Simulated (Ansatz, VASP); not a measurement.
# GaN in two plane-wave programs

Aim: how closely do two programs agree when they are given the same cell, functional and k mesh? The cell is taken from a series of VASP runs on this material, whose earlier steps may have relaxed, scaled or displaced it; both programs get it as it stands. Valence electrons are named where the data sets of a main pair hold unlike numbers.

Main program and level: Ansatz 0.2.0; plane waves, with VASP 6.6.1 beside it; band structure at r2SCAN-EpsX with an exact-exchange share of 0.173.

### 1. Starting point

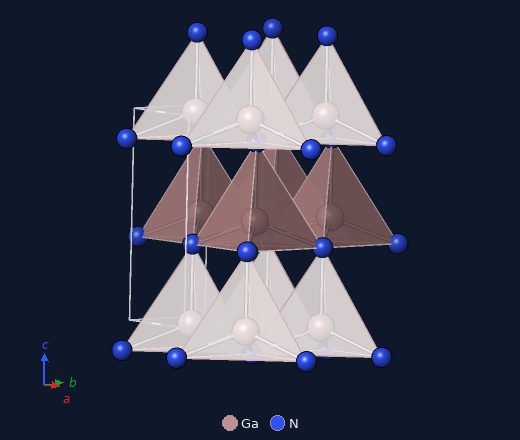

The cell as given, slightly off an axis (gallium pink, nitrogen blue). 2×2×1 cells are drawn. Some periodic images of atoms are drawn too.

### 2. Ansatz: band structure, r2SCAN-EpsX with an exact-exchange share of 0.173

Ansatz runs on its default PAW (the set named soft_2) files.

The same path points are solved in both programs, so levels can be compared one by one.

input.yaml

```yaml
crystal:
  lattice:
    - [3.19, 0.0, 0.0]
    - [-1.595, 2.7626210381, 0.0]
    - [0.0, 0.0, 5.189]
  atoms:
    - { symbol: Ga, position: [0.3333333333, 0.6666666667, 0.5] }
    - { symbol: Ga, position: [0.6666666667, 0.3333333333, 0.0] }
    - { symbol: "N", position: [0.3333333333, 0.6666666667, 0.875] }
    - { symbol: "N", position: [0.6666666667, 0.3333333333, 0.375] }
hamiltonian:
  xc: { exchange: r2scan, correlation: r2scan, exx: { coeff: 0.173 } }
  pseudopotentials: { kind: paw }
kpoints:
  mp_grid: { grid: [5, 5, 3] }
  band_path:
    path:
      - [0.0, 0.0, 0.0]
      - [0.44444, 0.0, 0.0]
      - [0.38889, 0.22222, 0.0]
      - [0.18519, 0.18519, 0.0]
      - [0.0, 0.0, 0.11111]
      - [0.0, 0.0, 0.5]
      - [0.44444, 0.0, 0.5]
      - [0.38889, 0.22222, 0.5]
      - [0.18519, 0.18519, 0.5]
      - [0.5, 0.0, 0.38889]
      - [0.33333, 0.33333, 0.0]
      - [0.33333, 0.33333, 0.5]
    npoints: 1
scf:
  occupations: { method: gaussian, width: 0.03 }
  n_extra_bands: 8
output:
  forces: true
  stress: true
  eigenvalues: true
```

The run is started by

```sh
> ansatz run input.yaml --threads 4 --pin off --max-ram 9216MiB --backend cpu --events-out ev --progress --plain --runs-dir out
```

Numbers of over 12 decimals in the logs are rounded to 6 here.

The program printed:

```text
Warning: output.stress: scf.convergence.dr2_threshold = 1e-7 eV (the SCF's general default) is looser than the 4e-10 eV advised for a printed stress (1e-10 eV for each atom of the cell: 4). What an SCF threshold leaves in a stress goes as its square root, and in the free energy as the threshold itself, and one threshold admits the most on a small cell: [figures from the program's tests cut] Set scf.convergence.dr2_threshold to 4e-10 eV or tighter. The threshold is an SCF's pass mark: one that does not reach it within its budget of iterations ends unconverged, or closes short of it on a stop that the run arms, and scf.convergence.dr2_threshold's page says what that costs each kind of run
Warning: output.stress: scf.exx.energy_threshold = 1e-6 eV is looser than the 4e-8 eV advised for a stress under a hybrid functional (1e-8 eV for each atom of the cell: 4). Every SCF of the exchange loop can meet its threshold on dr2 while the loop round them stops early: no threshold on dr2 bounds what that leaves in the stress. Set scf.exx.energy_threshold to 4e-8 eV or tighter. The threshold is the loop's pass mark: a loop that does not reach it within its budget of cycles ends unconverged, and scf.exx.energy_threshold's page has the law
scf.n_extra_bands = 8 over 18 filled bands (N_el = 36.0): the run solves 26 bands
Engine: ansatz 0.2.0, x86_64-unknown-linux-gnu
Pseudopotentials: kind: paw
Pseudopotential: Ga, paw, valence charge 13, recommended cutoff 500 eV (meta_gga), Ga.paw.azcp
Pseudopotential: N, paw, valence charge 5, recommended cutoff 500 eV (meta_gga), N.paw.azcp
Functional definition: unnamed
  parameter a_1 = 0.173
  exchange = (1 - a_1)*r2scan_x + a_1*exact_x
  correlation = r2scan_c
Crystal: 4 atoms, lattice volume = 45.729 Å³
Basis set: ecut = 500 eV, 1141 PW (Γ), exchange–correlation on 96×96×160 points (64 copies of the dense FFT grid, shifted against one another)
Bands: 26, of which v1, the nominal top of the filled ones, is band 18 counted from 1 (17 counted from 0)
Symmetry: 12 space group operations
Space group: P63mc (ITA 186), of the structure as read, at distance tolerance 3.6e-5 Å
k-points: 10 of 75 (time reversal used)
Non-local potential: Ga, projectors of the file, l = 0: 2, l = 1: 2, l = 2: 3, l = 3: 1
Non-local potential: N, projectors of the file, l = 0: 2, l = 1: 2, l = 2: 1
PAW form: soft (Blöchl's): semilocal exchange-correlation on the pseudo side does not see the compensation charge
PAW frozen core: Ga, regenerated for the run's functional, and the local potential with it (the file was generated under x = pbe(κ = 0.804, μ = 0.219515), c = pbe(β = 0.066725))
PAW frozen core: N, regenerated for the run's functional, and the local potential with it (the file was generated under x = pbe(κ = 0.804, μ = 0.219515), c = pbe(β = 0.066725))
PAW one-centre angular grid: Ga, 590 points (default); XC on 160 Gauss nodes
PAW one-centre angular grid: N, 302 points (default); XC on 160 Gauss nodes
Initial density: superposition of atomic densities (neutral atoms: chi_scale 0, normalization atom), corrected by the library's trained network
Initial wavefunctions: pseudopotential atomic-orbital guess
Functional: x = r2scan, c = r2scan; τ floored in thin density (d = 2e-4 eV/Å³), warm-up for x = 0.827 r2scan + 0.173 exact, c = r2scan; τ floored in thin density (d = 2e-4 eV/Å³)
SCF iter   1: F=—  HF=-8352.700926 eV  |F-HF|=—  |Δ(HF+E_count)|=         —  Δρ=1.29e-2  dr2=2.93e-2  dr2_τ=1.90e-1  ethr=1.77e-3  ⟨swp⟩=7.6  Hψ=1113  notcnv=0
preconditioner: auto → none  [insulator: Δε(μ)=2.266 eV  Ē_g=19.924 eV  σ=0.030 eV  W_gap=1.00  n_scr=22 (ndim 8)  ℏωp=32.9 eV  f_vac=0.008  D(μ)=0.00/eV (n_scr^D=0)]
SCF iter   2: F=—  HF=-8352.762275 eV  |F-HF|=—  |Δ(HF+E_count)|=   6.13e-2  Δρ=4.66e-3  dr2=6.26e-3  dr2_τ=2.35e-4  ethr=8.13e-5  ⟨swp⟩=4.4  Hψ=893  notcnv=0
SCF iter   3: F=—  HF=-8352.762243 eV  |F-HF|=—  |Δ(HF+E_count)|=   3.22e-5  Δρ=3.21e-3  dr2=1.53e-3  dr2_τ=1.24e-4  ethr=1.74e-5  ⟨swp⟩=3.0  Hψ=654  notcnv=0
SCF iter   4: F=-8352.762306 eV  HF=-8352.762428 eV  |F-HF|=1.23e-4  |Δ(HF+E_count)|=   1.85e-4  Δρ=9.19e-4  dr2=2.72e-4  dr2_τ=6.06e-5  ethr=4.25e-6  ⟨swp⟩=3.0  Hψ=549  notcnv=0
SCF 1 stopped early in 4 iterations: F = -8352.762306 eV  dr2 = 2.72e-4
  greatest PAW one-centre occupation: 0.995 electrons in one spin orbital (limit 2), on the Ga atom at site 1 (counted from 0), in its partial waves of l = 2
Initial density: handed on by an earlier stage of this run
Initial wavefunctions: those handed on with the density
Functional: x = 0.827 r2scan + 0.173 exact, c = r2scan; τ floored in thin density (d = 2e-4 eV/Å³)
Frozen-core exchange: fock
SCF iter   1: F=—  HF=-8350.849681 eV  |F-HF|=—  |Δ(HF+E_count)|=         —  Δρ=9.16e-3  dr2=1.55e-2  dr2_τ=5.62e-5  ethr=7.57e-6  ⟨swp⟩=5.2  Hψ=1102  notcnv=0
preconditioner: auto → none  [insulator: Δε(μ)=3.541 eV  Ē_g=22.309 eV  σ=0.030 eV  W_gap=1.00  n_scr=22 (ndim 8)  ℏωp=32.9 eV  f_vac=0.010  D(μ)=0.00/eV (n_scr^D=0)]
SCF iter   2: F=—  HF=-8350.845022 eV  |F-HF|=—  |Δ(HF+E_count)|=   4.66e-3  Δρ=1.48e-3  dr2=1.08e-3  dr2_τ=2.40e-5  ethr=7.57e-6  ⟨swp⟩=4.0  Hψ=811  notcnv=0
SCF iter   3: F=—  HF=-8350.848984 eV  |F-HF|=—  |Δ(HF+E_count)|=   3.96e-3  Δρ=1.15e-3  dr2=3.79e-4  dr2_τ=3.86e-5  ethr=2.08e-6  ⟨swp⟩=3.5  Hψ=615  notcnv=0
SCF iter   4: F=—  HF=-8350.848927 eV  |F-HF|=—  |Δ(HF+E_count)|=   5.71e-5  Δρ=3.21e-4  dr2=5.19e-5  dr2_τ=1.40e-5  ethr=1.03e-6  ⟨swp⟩=3.0  Hψ=513  notcnv=0
iter 5 solved again at ethr=9.27e-9 eV; its pass at ethr=1.17e-7 eV (dr2=3.34e-6 eV) is discarded
SCF iter   5: F=—  HF=-8350.848915 eV  |F-HF|=—  |Δ(HF+E_count)|=   1.15e-5  Δρ=1.05e-4  dr2=1.79e-5  dr2_τ=1.48e-7  ethr=9.27e-9  ⟨swp⟩=4.0  Hψ=1130  notcnv=0
SCF iter   6: F=—  HF=-8350.848993 eV  |F-HF|=—  |Δ(HF+E_count)|=   7.73e-5  Δρ=1.88e-4  dr2=1.67e-5  dr2_τ=1.03e-6  ethr=9.27e-9  ⟨swp⟩=4.1  Hψ=680  notcnv=0
SCF iter   7: F=-8350.848988 eV  HF=-8350.848988 eV  |F-HF|=3.36e-7  |Δ(HF+E_count)|=   4.60e-6  Δρ=3.17e-5  dr2=1.30e-6  dr2_τ=1.52e-9  ethr=9.27e-9  ⟨swp⟩=3.1  Hψ=537  notcnv=0
SCF 2 stopped early in 7 iterations: F = -8350.848988 eV  dr2 = 1.30e-6
  Residual-converged pass: ⟨swp⟩=3.7  Hψ=638  notcnv=0  max |occ|·‖R‖ = 6.4e-6 eV (tolerance 6.7e-6 eV)  dr2=1.30e-6  dr2_τ=1.48e-9  dr2_onsite=3.76e-8  max |Δocc| = 0.0e0
hybrid outer 1: dexx = +4.147e-3 eV, tail = 8.92e-6 eV
Frozen-core exchange: fock
SCF iter   1: F=—  HF=-8350.848854 eV  |F-HF|=—  |Δ(HF+E_count)|=         —  Δρ=3.03e-5  dr2=2.33e-7  dr2_τ=8.96e-9  ethr=1.24e-7  ⟨swp⟩=4.5  Hψ=620  notcnv=0
preconditioner: auto → none  [insulator: Δε(μ)=3.568 eV  Ē_g=22.227 eV  σ=0.030 eV  W_gap=1.00  n_scr=22 (ndim 8)  ℏωp=32.9 eV  f_vac=0.012  D(μ)=0.00/eV (n_scr^D=0)]
SCF iter   2: F=—  HF=-8350.848855 eV  |F-HF|=—  |Δ(HF+E_count)|=   2.64e-7  Δρ=8.58e-6  dr2=1.29e-8  dr2_τ=2.29e-9  ethr=5.77e-10  ⟨swp⟩=4.0  Hψ=774  notcnv=0
SCF iter   3: F=—  HF=-8350.848855 eV  |F-HF|=—  |Δ(HF+E_count)|=  7.28e-12  Δρ=3.64e-6  dr2=2.56e-9  dr2_τ=1.75e-10  ethr=3.45e-11  ⟨swp⟩=4.0  Hψ=577  notcnv=0
SCF iter   4: F=—  HF=-8350.848855 eV  |F-HF|=—  |Δ(HF+E_count)|=  8.80e-10  Δρ=9.10e-7  dr2=8.60e-10  dr2_τ=2.23e-11  ethr=5.87e-12  ⟨swp⟩=3.0  Hψ=506  notcnv=0
SCF iter   5: F=-8350.848855 eV  HF=-8350.848855 eV  |F-HF|=6.02e-10  |Δ(HF+E_count)|=   8.71e-9  Δρ=7.49e-7  dr2=1.89e-10  dr2_τ=4.53e-12  ethr=1.02e-12  ⟨swp⟩=4.0  Hψ=768  notcnv=0
SCF 3 converged in 5 iterations: F = -8350.848855 eV  dr2 = 1.89e-10
  Residual-converged pass: ⟨swp⟩=2.0  Hψ=361  notcnv=0  max |occ|·‖R‖ = 6.0e-7 eV (tolerance 6.3e-7 eV)  dr2=1.89e-10  dr2_τ=4.57e-12  dr2_onsite=5.29e-10  max |Δocc| = 0.0e0
hybrid outer 2: dexx = +1.403e-7 eV, tail = 2.82e-9 eV, Δε = 1.28e-3 eV (about 2.93e-5 eV left of the loop's levels), ΔF = 1.68e-4 eV/Å (tail 1.03e-4)
NSCF: frozen V_eff on 12 k-points
hybrid SCF converged: 2 outer / 12 inner (+4 warm-up), last move |dexx| = 1.40e-7 eV, tail = 2.82e-9 eV
Stability not checked: this state was not tested for a lower state beside it, because the functional holds exact exchange (a hybrid, or Hartree-Fock), whose exchange loop this test does not read (fock_operator; see scf.lower_state_search)
Free energy (F): -8350.848855 eV
Frozen-core exchange: fock
Harris-Foulkes:  -8350.848855 eV  (|F-HF|=6.02e-10)
Internal energy: -8350.848855 eV  (E = F + TS)
E sigma→0 (E₀):  -8350.848855 eV
Fermi energy:    10.439878 eV
--- Per-component energies (eV) ---
  E_band       = -94.649129
  E_kinetic    = 493.462069
  E_local      = -3916.384941  (includes V_loc(G=0)·N_el)
  E_nonlocal   = 953.640390
  E_hartree    = 1810.467641
  E_xc         = -205.305326
  E_vxc        = -239.071696  (∫ρ·V_xc dr)
  E_exx        = -96.284766  (= α·E_x^exact, valence–valence)
  E_paw        = -4216.934786  (= ΣΔE_a)
  E_vpaw       = -826.256060  (= ΣTr[D̂ρ^β])
  E_aug_tail   = -0.000039  (compensation charges beyond the density's cutoff)
  E_vtau       = 11.596525  (kinetic-family band-sum trace: ∫τ·v_τ [+ j·A + Jᵃ·Aᵃ] dr)
  E_ewald      = -3172.508547
  E_core_change = -1.000549  (= ΣΔE_core)
  E_smearing   = -0.000000  (= −TS)
  E_closure    = -0.000000  (closes the sum)
  Σ components = -8350.848855   (vs F -8350.848855, Δ=0.00e0)
--- Forces (eV/Å), atoms counted from 1 ---
  atom   1  Ga    -0.00000000     0.00000000    -0.13650483
  atom   2  Ga     0.00000000    -0.00000000    -0.13650483
  atom   3  N      0.00000000     0.00000000     0.13649225
  atom   4  N      0.00000000    -0.00000000     0.13649225
  max |Σ_I F_I| component: 2.52e-5 eV/Å
--- Stress (GPa, compression-positive) ---
       -3.983547       0.000000       0.000000
       -0.000000      -3.983547       0.000000
        0.000000       0.000000      -2.956929
  P = ⅓ Tr σ = -3.6413 GPa (-36.413 kbar)
--- Band table (eV; the first three rows and the last of 10) ---
  k-point 0: bands = [... 14 lower, 7.5255, 8.5986, 8.6556, 8.6556, 12.2239, 14.8175, 20.1480, 20.6585, ... 4 higher]
  k-point 1: bands = [... 14 lower, 7.7959, 7.7959, 8.3603, 8.3603, 13.9857, 14.9533, 19.4671, 19.8652, ... 4 higher]
  k-point 2: bands = [... 14 lower, 6.3667, 6.7951, 8.1465, 8.2981, 14.2089, 16.4442, 18.4949, 19.4667, ... 4 higher]
  k-point 9: bands = [... 14 lower, 4.3566, 5.5487, 6.2694, 6.9920, 15.8008, 17.0759, 18.2848, 18.5815, ... 4 higher]
```

Wall time 39 s (4 threads of AMD EPYC 7B13 (Zen 3), shared host); peak memory 1 GiB.

The column dr2 measures how far the density is from self-consistency, as an energy; F and HF (Harris–Foulkes) agree once it is small.

(Continued in part 2 of 2.)

[Lines on the potential files, build, host, timing and source positions are cut from VASP's logs without a mark.]

[Logs are printed without paths, hosts, clocks, repeated set-up lines and the standing remarks that a program may print on its own settings, such as how far it seeks lower states.]

[Hosts, paths, dates, database ids (printed as entryN), source tags and the programs' standing remarks are cut or masked in the printed files.]
